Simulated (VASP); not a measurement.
Band structure of PtTe2 (1T layered). Method: optB88-vdW, VASP's PBE PAW potentials (set 64) (plane waves; VASP 6.6.1).

Unless said otherwise, spin-orbit coupling is left out, though it shifts the bands of the heavy elements here.

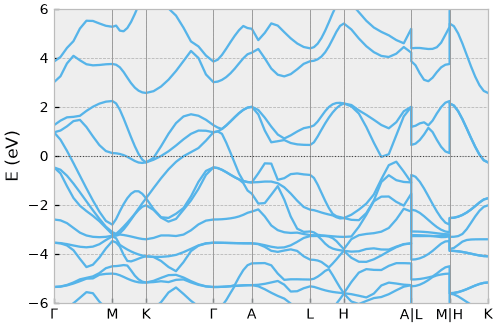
Figure: Bands along high-symmetry lines, zero at the valence-band maximum or, without a gap, the Fermi level

### Question
Read the plot: is there a gap, and where are the band edges?

### Answer
It has no gap at this level: it comes out as a metal or semimetal. (Edges off the drawn lines would not show.)

The compound is PtTe2 in the 1T layered structure. It was relaxed first, which changed the volume by +6 %.
